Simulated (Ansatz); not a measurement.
Method: PBE (plane waves to 420 eV, PAW; Ansatz, an electronic-structure program).

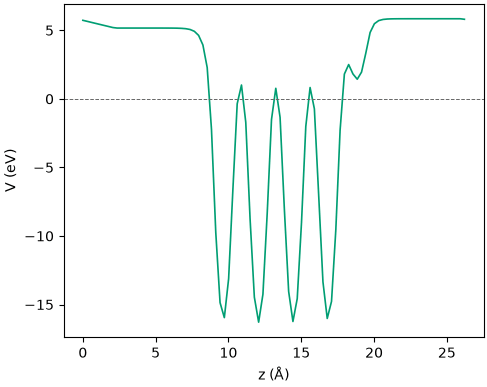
Figure: Plane-averaged electrostatic potential energy along the normal, in eV from the Fermi level, for Cl on the 1x1 (111) surface of fcc Au (the real clean face reconstructs), one in a 2x2 cell, started at the site 'hollow Au-Au-Au over Au at depth 4.8 Å'

Set-up: 17 atoms, 7.2 Å thick at the start under the adsorbate (thin: gaps and levels are the slab's own); mesh 6x6x1; 0.1 eV smearing; dipole correction on; 8 atoms held, the rest relaxed; held to the start's symmetry, so lower structures may exist; no spin, no spin-orbit, no U, no dispersion correction. At the end it is bonded to 3 Au. In PBE it is, or lies within 0.03 eV of, the lowest of the starts that converged.

The vacuum level lies 5.84 eV above the Fermi level over the top face and 5.16 eV above it under the bottom face.
